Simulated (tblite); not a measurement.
Run report: C$_{2}$H$_{11}$O$_{2}$PSi$_{3}$, geometry relaxation (part 1 of 4)

System: C$_{2}$H$_{11}$O$_{2}$PSi$_{3}$, SMILES COC(=O)[SiH2]P([SiH3])[SiH3].
Method: GFN2-xTB geometry optimisation, gas phase (tblite 0.8.0).

It belongs to a series of runs on one base structure; here: H on Si replaced by COOCH3.

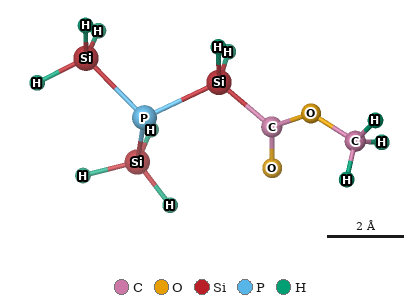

**Figure 1.** The structure as given in the input (ball-and-stick view, seen at a tilt).

## Key numbers

```json
{"quantity": "outcome", "value": "converged"}
{"quantity": "total energy", "value": "−700.5155 eV"}
{"quantity": "hardware", "value": "1 CPU thread, shared host"}
{"quantity": "wall time", "value": "1.7 s"}
{"quantity": "peak memory", "value": "0.18 GiB"}
```

## The input
```
{"job": {"kind": "relax", "xc": "GFN2-xTB", "basis": "xTB"}, "charge": 0, "multiplicity": 1}
C      4.071500     0.262000     1.026800
O      2.949000     0.088300     0.194100
C      1.636900     0.043000     0.585400
O      1.334100     0.194600     1.786500
Si     0.377800    -0.211300    -0.735300
P     -1.456900     0.965500    -0.484300
Si    -2.848500     0.521500    -2.161400
Si    -2.515600     0.272200     1.334700
H      4.942700     0.383000     0.326400
H      3.997000     1.199300     1.625300
H      4.324400    -0.607900     1.650600
H      0.916900     0.138500    -2.073400
H      0.103800    -1.646400    -0.777000
H     -3.083400    -0.948700    -2.080800
H     -2.296400     0.928700    -3.448400
H     -4.145700     1.155700    -1.864900
H     -2.663800    -1.199500     1.267500
H     -3.856800     0.920400     1.269500
H     -1.796900     0.580600     2.551100
```

The first line tells a small driver script what to run in tblite; the rest is the geometry in Å.

Launch command:
```bash
OMP_NUM_THREADS=1 python <driver script> task.json out
```

## The program's output
```
step      E/eV     max force
  0    -699.95356    4.644
  1    -700.11373    4.296
  2    -700.22922    0.776
  3    -700.25378    0.494
  4    -700.29934    0.518
  5    -700.31710    0.528
  6    -700.33959    0.308
  7    -700.35235    0.284
  8    -700.36566    0.269
  9    -700.37645    0.246
 10    -700.38564    0.193
 11    -700.39221    0.158
 12    -700.39749    0.163
 13    -700.40259    0.178
 14    -700.40745    0.237
 15    -700.41130    0.225
 16    -700.41387    0.147
 17    -700.41545    0.091
 18    -700.41655    0.074
 19    -700.41756    0.074
 20    -700.41863    0.085
 21    -700.41985    0.090
 22    -700.42123    0.088
 23    -700.42281    0.092
 24    -700.42458    0.103
 25    -700.42639    0.114
 26    -700.42807    0.100
 27    -700.42965    0.091
 28    -700.43138    0.098
 29    -700.43345    0.119
 30    -700.43561    0.122
 31    -700.43728    0.112
 32    -700.43840    0.102
 33    -700.43931    0.089
 34    -700.44020    0.071
 35    -700.44101    0.062
 36    -700.44161    0.067
 37    -700.44210    0.071
 38    -700.44263    0.064
 39    -700.44322    0.084
 40    -700.44381    0.070
 41    -700.44441    0.074
 42    -700.44516    0.078
 43    -700.44616    0.087
 44    -700.44723    0.104
 45    -700.44793    0.064
 46    -700.44823    0.036
 47    -700.44840    0.031
 48    -700.44863    0.046
 49    -700.44887    0.050
 50    -700.44908    0.030
 51    -700.44924    0.031
 52    -700.44945    0.033
 53    -700.44981    0.063
 54    -700.45044    0.082
 55    -700.45127    0.078
 56    -700.45209    0.072
 57    -700.45278    0.066
 58    -700.45350    0.088
 59    -700.45440    0.107
 60    -700.45531    0.084
 61    -700.45597    0.061
 62    -700.45647    0.057
 63    -700.45704    0.059
 64    -700.45783    0.079
 65    -700.45866    0.062
 66    -700.45926    0.052
 67    -700.45967    0.045
 68    -700.46013    0.054
 69    -700.46077    0.059
 70    -700.46153    0.069
 71    -700.46221    0.082
 72    -700.46270    0.067
 73    -700.46318    0.083
 74    -700.46371    0.062
 75    -700.46452    0.052
 76    -700.46513    0.066
 77    -700.46636    0.093
 78    -700.46791    0.102
 79    -700.46957    0.096
 80    -700.47072    0.065
 81    -700.47135    0.065
 82    -700.47131    0.212
 83    -700.47247    0.070
 84    -700.47354    0.121
 85    -700.47579    0.247
 86    -700.47857    0.219
 87    -700.48032    0.140
 88    -700.48097    0.063
 89    -700.48124    0.058
 90    -700.48166    0.048
 91    -700.48219    0.049
 92    -700.48264    0.063
 93    -700.48285    0.030
 94    -700.48298    0.025
 95    -700.48306    0.030
 96    -700.48318    0.026
 97    -700.48327    0.033
 98    -700.48337    0.039
 99    -700.48352    0.040
100    -700.48371    0.030
101    -700.48389    0.023
102    -700.48401    0.023
103    -700.48410    0.024
104    -700.48420    0.027
105    -700.48437    0.030
106    -700.48459    0.037
107    -700.48485    0.044
108    -700.48513    0.044
109    -700.48542    0.053
110    -700.48574    0.062
111    -700.48603    0.050
112    -700.48621    0.050
113    -700.48636    0.030
114    -700.48656    0.047
115    -700.48691    0.076
116    -700.48741    0.079
117    -700.48789    0.059
118    -700.48822    0.063
119    -700.48851    0.072
120    -700.48894    0.052
121    -700.48962    0.061
122    -700.49032    0.162
123    -700.49105    0.068
124    -700.49160    0.068
125    -700.49206    0.068
126    -700.49257    0.075
127    -700.49372    0.108
128    -700.49450    0.104
129    -700.49536    0.170
130    -700.49677    0.080
131    -700.49914    0.077
132    -700.50048    0.075
133    -700.50139    0.130
134    -700.50219    0.099
135    -700.50293    0.048
136    -700.50383    0.079
137    -700.50428    0.054
138    -700.50500    0.045
139    -700.50544    0.042
140    -700.50599    0.041
141    -700.50642    0.033
142    -700.50668    0.026
143    -700.50680    0.023
144    -700.50687    0.033
145    -700.50696    0.022
146    -700.50707    0.027
147    -700.50721    0.029
148    -700.50737    0.036
149    -700.50754    0.045
150    -700.50770    0.032
151    -700.50784    0.037
152    -700.50796    0.026
153    -700.50809    0.022
154    -700.50824    0.025
155    -700.50845    0.038
156    -700.50867    0.046
157    -700.50890    0.058
158    -700.50912    0.064
159    -700.50933    0.044
160    -700.50953    0.034
161    -700.50970    0.034
162    -700.50983    0.023
163    -700.50997    0.025
164    -700.51011    0.022
165    -700.51028    0.026
166    -700.51044    0.023
167    -700.51058    0.021
168    -700.51067    0.016
169    -700.51072    0.016
170    -700.51076    0.012
171    -700.51079    0.014
172    -700.51083    0.015
173    -700.51087    0.015
174    -700.51092    0.015
175    -700.51098    0.017
176    -700.51106    0.022
177    -700.51119    0.029
178    -700.51136    0.033
179    -700.51156    0.029
180    -700.51177    0.036
181    -700.51202    0.045
182    -700.51237    0.049
183    -700.51284    0.048
184    -700.51339    0.051
185    -700.51392    0.046
186    -700.51438    0.054
187    -700.51474    0.052
188    -700.51497    0.034
189    -700.51509    0.029
190    -700.51517    0.027
191    -700.51524    0.021
192    -700.51532    0.024
193    -700.51540    0.019
194    -700.51546    0.017
195    -700.51550    0.012
196    -700.51554    0.010
```

## Trajectory as extended XYZ (Å, eV, eV/Å), 43 of the 197 frames kept, from step=0 to step=196
```
19
Properties=species:S:1:pos:R:3:forces:R:3 step=0 energy=-699.95356
C     4.0715    0.2620    1.0268    0.9630   0.6840  -0.0560
O     2.9490    0.0883    0.1941   -1.3510  -0.4320  -0.7760
C     1.6369    0.0430    0.5854    1.8010   1.0160   4.1580
O     1.3341    0.1946    1.7865    0.5170  -0.4320  -2.5810
Si    0.3778   -0.2113   -0.7353   -0.6350  -0.4390  -1.7360
P    -1.4569    0.9655   -0.4843    0.1450   0.9460   0.1380
Si   -2.8485    0.5215   -2.1614   -0.3010  -0.7830   0.2670
Si   -2.5156    0.2722    1.3347   -0.5580  -0.4360  -0.0620
H     4.9427    0.3830    0.3264   -0.7840  -0.0100   0.4030
H     3.9970    1.1993    1.6253   -0.1120  -0.7290  -0.1410
H     4.3244   -0.6079    1.6506   -0.5540   0.2440   0.0280
H     0.9169    0.1385   -2.0734   -0.0110   0.0030   0.3660
H     0.1038   -1.6464   -0.7770    0.0390  -0.2300   0.0840
H    -3.0834   -0.9487   -2.0808    0.0230   0.3400  -0.2660
H    -2.2964    0.9287   -3.4484    0.0490   0.0210   0.0750
H    -4.1457    1.1557   -1.8649    0.2690   0.0460  -0.0460
H    -2.6638   -1.1995    1.2675   -0.0850   0.1820   0.0210
H    -3.8568    0.9204    1.2695    0.4260  -0.1810   0.0370
H    -1.7969    0.5806    2.5511    0.1580   0.1910   0.0850
19
Properties=species:S:1:pos:R:3:forces:R:3 step=5 energy=-700.31710
C     4.0737    0.2707    1.0045   -0.0660   0.0610  -0.0100
O     2.9350    0.0696    0.1671   -0.5110   0.0630  -0.1150
C     1.6714    0.0778    0.6386    0.1970  -0.1490  -0.2690
O     1.3698    0.1921    1.7972    0.1790   0.0930   0.1130
Si    0.3761   -0.2292   -0.7784   -0.1310   0.1020   0.1130
P    -1.4428    1.0547   -0.4715    0.1550  -0.1130   0.0270
Si   -2.8490    0.4841   -2.1312    0.1930   0.1140   0.1840
Si   -2.5252    0.2487    1.3307    0.2510   0.0840  -0.1520
H     4.9136    0.3940    0.3233   -0.0160   0.0080  -0.0260
H     3.9735    1.1587    1.6271   -0.1840   0.0790  -0.0010
H     4.2584   -0.5830    1.6517   -0.1430  -0.1880   0.0540
H     0.9342    0.1483   -2.0768    0.0760  -0.0110   0.0590
H     0.1054   -1.6807   -0.7700    0.0430   0.1090   0.0250
H    -3.0872   -0.9523   -2.1143   -0.0160  -0.1770  -0.1020
H    -2.2985    0.9214   -3.4179    0.0150  -0.0560   0.1370
H    -4.1185    1.1625   -1.8697    0.0410   0.0360   0.0150
H    -2.6796   -1.2029    1.2675   -0.0590  -0.0960  -0.0320
H    -3.8292    0.9060    1.2749   -0.0500  -0.0130   0.0310
H    -1.7909    0.5992    2.5397    0.0250   0.0540  -0.0520
19
Properties=species:S:1:pos:R:3:forces:R:3 step=9 energy=-700.37645
C     4.0359    0.2695    0.9883   -0.1350  -0.0270  -0.0320
O     2.8994    0.0785    0.1267    0.2430   0.0240  -0.0270
C     1.6683    0.0695    0.6349   -0.0810   0.0920   0.1160
O     1.4311    0.2077    1.8099   -0.0560  -0.0340  -0.1090
Si    0.3670   -0.2208   -0.7688    0.1530  -0.0560   0.0170
P    -1.4048    1.0834   -0.4597   -0.0630  -0.0300  -0.0120
Si   -2.8188    0.4714   -2.0803   -0.0870  -0.0960  -0.1090
Si   -2.4911    0.2462    1.3052   -0.1210  -0.0510   0.1410
H     4.8878    0.3993    0.3183   -0.1100  -0.0600   0.1120
H     3.9153    1.1525    1.6214   -0.1420  -0.0130  -0.1190
H     4.1847   -0.5949    1.6455   -0.0960   0.0370  -0.1890
H     0.9592    0.1500   -2.0604    0.0100  -0.0300   0.1380
H     0.1145   -1.6734   -0.7611   -0.0170   0.0730   0.0050
H    -3.0878   -0.9757   -2.1522    0.0740   0.1280   0.0600
H    -2.2910    0.9058   -3.3714    0.1170  -0.0050   0.0230
H    -4.0887    1.1721   -1.8656    0.0820  -0.0290   0.0990
H    -2.6973   -1.2131    1.2586    0.0680   0.1290  -0.0530
H    -3.8138    0.8905    1.2831    0.1000  -0.0430  -0.0290
H    -1.7797    0.6210    2.5201    0.0600  -0.0080  -0.0320
19
Properties=species:S:1:pos:R:3:forces:R:3 step=14 energy=-700.40745
C     3.9938    0.2698    0.9722    0.0540  -0.0030  -0.0130
O     2.8889    0.0879    0.0953   -0.1090   0.0360  -0.0510
C     1.6666    0.0848    0.6303   -0.0750  -0.0430  -0.0230
O     1.4483    0.2105    1.8081    0.0100   0.0260   0.0360
Si    0.3790   -0.2182   -0.7516   -0.2060   0.0100  -0.1170
P    -1.4045    1.0776   -0.4549    0.0250  -0.0430   0.0070
Si   -2.8081    0.4603   -2.0771    0.0570   0.0200   0.0070
Si   -2.4832    0.2448    1.3176    0.0440   0.0330  -0.0490
H     4.8641    0.3914    0.3359    0.0770   0.0430  -0.0360
H     3.8420    1.1523    1.5948   -0.0140  -0.0050   0.0330
H     4.1179   -0.6066    1.6079   -0.0350  -0.0290   0.0820
H     0.9864    0.1472   -2.0284    0.0450   0.0090  -0.0070
H     0.1122   -1.6632   -0.7533   -0.0100  -0.0170   0.0240
H    -3.0706   -0.9766   -2.1535    0.0200  -0.0500   0.0470
H    -2.2481    0.8979   -3.3473    0.0980   0.0280  -0.0780
H    -4.0588    1.1718   -1.8317   -0.0330   0.0060   0.0490
H    -2.6873   -1.2023    1.2388    0.0500  -0.0660  -0.0020
H    -3.7975    0.8801    1.2801   -0.0750   0.0530   0.0110
H    -1.7510    0.6300    2.5096    0.0780  -0.0080   0.0800
19
Properties=species:S:1:pos:R:3:forces:R:3 step=19 energy=-700.41756
C     3.9801    0.2685    0.9627   -0.0430   0.0160   0.0050
O     2.8717    0.0977    0.0807   -0.0330  -0.0180   0.0020
C     1.6496    0.0850    0.6243    0.0330   0.0090  -0.0450
O     1.4490    0.2139    1.8053   -0.0680  -0.0130  -0.0260
Si    0.3594   -0.2209   -0.7628    0.0490   0.0000   0.0500
P    -1.4073    1.0769   -0.4538   -0.0180   0.0430   0.0020
Si   -2.7977    0.4609   -2.0843    0.0260   0.0280  -0.0020
Si   -2.4783    0.2482    1.3251    0.0240   0.0100   0.0070
H     4.8628    0.3956    0.3394   -0.0630  -0.0070   0.0000
H     3.8176    1.1467    1.5895    0.0270   0.0120   0.0250
H     4.0875   -0.6088    1.6043   -0.0090   0.0090  -0.0120
H     1.0036    0.1478   -2.0200   -0.0060  -0.0030  -0.0350
H     0.1059   -1.6666   -0.7468   -0.0330  -0.0390  -0.0120
H    -3.0569   -0.9807   -2.1408    0.0270   0.0080   0.0100
H    -2.2126    0.8992   -3.3502    0.0020  -0.0140   0.0270
H    -4.0492    1.1685   -1.8105    0.0240  -0.0220  -0.0300
H    -2.6686   -1.2045    1.2325    0.0350   0.0150   0.0190
H    -3.7987    0.8849    1.2825    0.0330  -0.0050   0.0370
H    -1.7279    0.6271    2.5156   -0.0090  -0.0290  -0.0210
19
Properties=species:S:1:pos:R:3:forces:R:3 step=23 energy=-700.42281
C     3.9568    0.2710    0.9599    0.0600   0.0150   0.0380
O     2.8555    0.1038    0.0716    0.0360  -0.0040   0.0490
C     1.6354    0.0813    0.6113   -0.0400   0.0520   0.0290
O     1.4277    0.2142    1.7908   -0.0430  -0.0290   0.0270
Si    0.3510   -0.2263   -0.7688   -0.0530   0.0000  -0.0560
P    -1.4048    1.0924   -0.4521    0.0740  -0.0190   0.0180
Si   -2.7808    0.4648   -2.0857    0.0170  -0.0180   0.0460
Si   -2.4673    0.2522    1.3279    0.0410   0.0010  -0.0320
H     4.8384    0.3979    0.3396    0.0350  -0.0150  -0.0510
H     3.8126    1.1454    1.5954   -0.0770   0.0490  -0.0070
H     4.0640   -0.6055    1.6011   -0.0230  -0.0420  -0.0160
H     1.0085    0.1445   -2.0219   -0.0490  -0.0340  -0.0060
H     0.0906   -1.6747   -0.7463   -0.0260   0.0360  -0.0280
H    -3.0355   -0.9771   -2.1282    0.0300  -0.0130  -0.0060
H    -2.1858    0.8962   -3.3457    0.0060   0.0030  -0.0230
H    -4.0356    1.1587   -1.8100   -0.0320   0.0210  -0.0450
H    -2.6409   -1.2007    1.2370    0.0050  -0.0180  -0.0050
H    -3.7869    0.8870    1.3010    0.0020  -0.0010   0.0280
H    -1.7129    0.6146    2.5158    0.0360   0.0170   0.0420
19
Properties=species:S:1:pos:R:3:forces:R:3 step=28 energy=-700.43138
C     3.9353    0.2786    0.9660   -0.0600  -0.0110  -0.0430
O     2.8327    0.1162    0.0768   -0.0850   0.0130  -0.0460
C     1.6041    0.0861    0.5997    0.0410  -0.0520   0.0030
O     1.3753    0.2056    1.7765   -0.0080   0.0060   0.0440
Si    0.3328   -0.2350   -0.7899    0.0500   0.0470   0.0620
P    -1.3811    1.1171   -0.4451   -0.0840  -0.0010   0.0050
Si   -2.7511    0.4694   -2.0772   -0.0080   0.0240  -0.0190
Si   -2.4354    0.2572    1.3331    0.0390  -0.0020   0.0520
H     4.8099    0.3969    0.3297    0.0060   0.0130   0.0840
H     3.7838    1.1554    1.5995    0.0190  -0.0360  -0.0180
H     4.0273   -0.6098    1.5939    0.0470   0.0370   0.0350
H     0.9952    0.1252   -2.0372   -0.0080  -0.0190  -0.0960
H     0.0543   -1.6757   -0.7585   -0.0290  -0.0230  -0.0250
H    -2.9884   -0.9760   -2.1109    0.0270  -0.0120  -0.0010
H    -2.1476    0.8901   -3.3407   -0.0190  -0.0090   0.0240
H    -4.0222    1.1492   -1.8322    0.0100   0.0100  -0.0340
H    -2.5958   -1.1984    1.2411   -0.0100   0.0030  -0.0350
H    -3.7600    0.8867    1.3411    0.0370  -0.0200  -0.0070
H    -1.6789    0.6007    2.5270    0.0350   0.0310   0.0140
19
Properties=species:S:1:pos:R:3:forces:R:3 step=33 energy=-700.43931
C     3.9026    0.2823    0.9635    0.0160   0.0100   0.0420
O     2.7989    0.1282    0.0749    0.0580  -0.0600   0.0320
C     1.5736    0.0791    0.5982   -0.0300   0.0030  -0.0090
O     1.3299    0.1955    1.7732    0.0690  -0.0300  -0.0380
Si    0.3203   -0.2324   -0.8058   -0.0450  -0.0140  -0.0420
P    -1.3773    1.1371   -0.4363    0.0010   0.0060  -0.0110
Si   -2.7290    0.4742   -2.0733   -0.0300  -0.0190  -0.0260
Si   -2.3929    0.2587    1.3546   -0.0050  -0.0120   0.0310
H     4.7872    0.4003    0.3427   -0.0190   0.0190  -0.0180
H     3.7559    1.1573    1.5976   -0.0080   0.0210   0.0240
H     4.0025   -0.6027    1.5956   -0.0320   0.0100   0.0070
H     0.9730    0.0965   -2.0738   -0.0310  -0.0120   0.0440
H     0.0108   -1.6720   -0.7797    0.0010   0.0510  -0.0060
H    -2.9333   -0.9769   -2.0949   -0.0050   0.0000   0.0000
H    -2.1151    0.8835   -3.3331    0.0060   0.0100  -0.0110
H    -4.0094    1.1460   -1.8663   -0.0080   0.0040  -0.0090
H    -2.5561   -1.1949    1.2322    0.0070   0.0100  -0.0040
H    -3.7214    0.8794    1.3776    0.0240  -0.0100   0.0050
H    -1.6301    0.6004    2.5456    0.0300   0.0130  -0.0110
```
